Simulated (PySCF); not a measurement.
CH₆BrOSi, charge −1, SMILES `[Br-].CO[SiH3]`.

Level of theory: PBE/aug-cc-pVDZ (PySCF), at a geometry from GFN2-xTB. GFN2-xTB bond lengths at metals and heavier atoms can be off by up to 0.1 Å and shapes distorted, which carries into these values.

Coordinates in Å:

```
Br1     -1.7759   -0.0618    0.0007
C2       3.3304   -0.4433    0.0006
O3       2.3944    0.5497    0.0038
Si4      0.7385    0.1653   -0.0031
H5       3.2123   -1.1110    0.8687
H6       4.3367   -0.0088    0.0328
H7       3.2509   -1.0695   -0.9022
H8       0.4805    1.5999    0.0067
H9       0.7015   -0.6619    1.2150
H10      0.6988   -0.6361   -1.2377
```

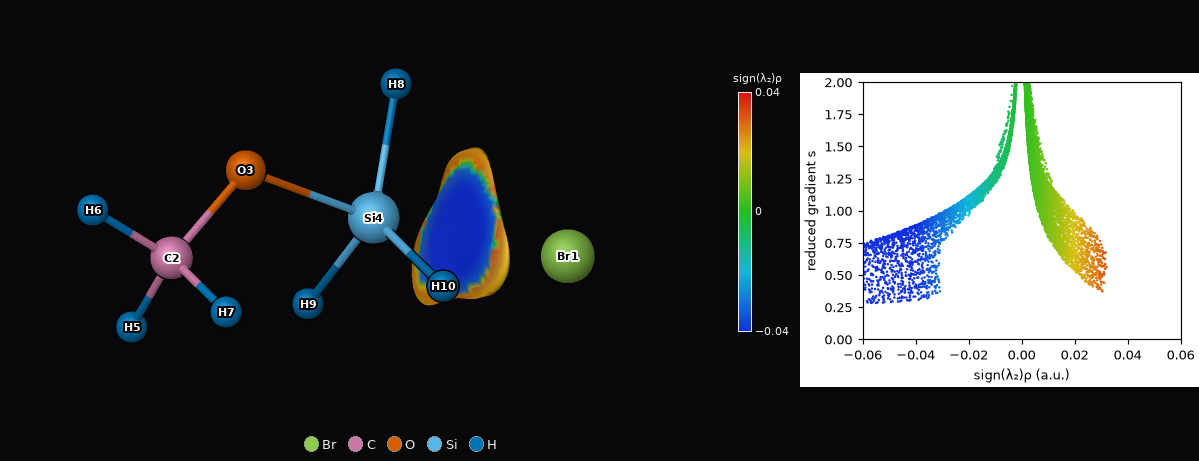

Non-covalent interaction surfaces between the fragments (reduced density gradient s = 0.5, coloured by sign(λ₂)ρ in a.u.; trimmed to the region between the fragments where ρ is under 0.06 a.u.). Fragment A: Br(−1) (atom 1); fragment B: SiH6CO. The plot gives s against sign(λ₂)ρ for grid points between the fragments.

### Which interactions hold the two fragments together?

Bond critical points between the fragments: Br1···Si4, 2.52 Å, ρ = 0.050 a.u. It appears blue (attractive, sign(λ₂)ρ well below zero). The pose is a local one from a semi-empirical search, not shown to be the most stable. With a charged fragment, long-range electrostatics, which these surfaces don't show, weighs heavily in the interaction energy.

### How strongly are they bound?

The counterpoise-corrected interaction energy of the frozen fragments is −20.2 kcal/mol without dispersion correction and −21.7 kcal/mol with D3(BJ). The pair geometry is semi-empirical, not a minimum at this level.
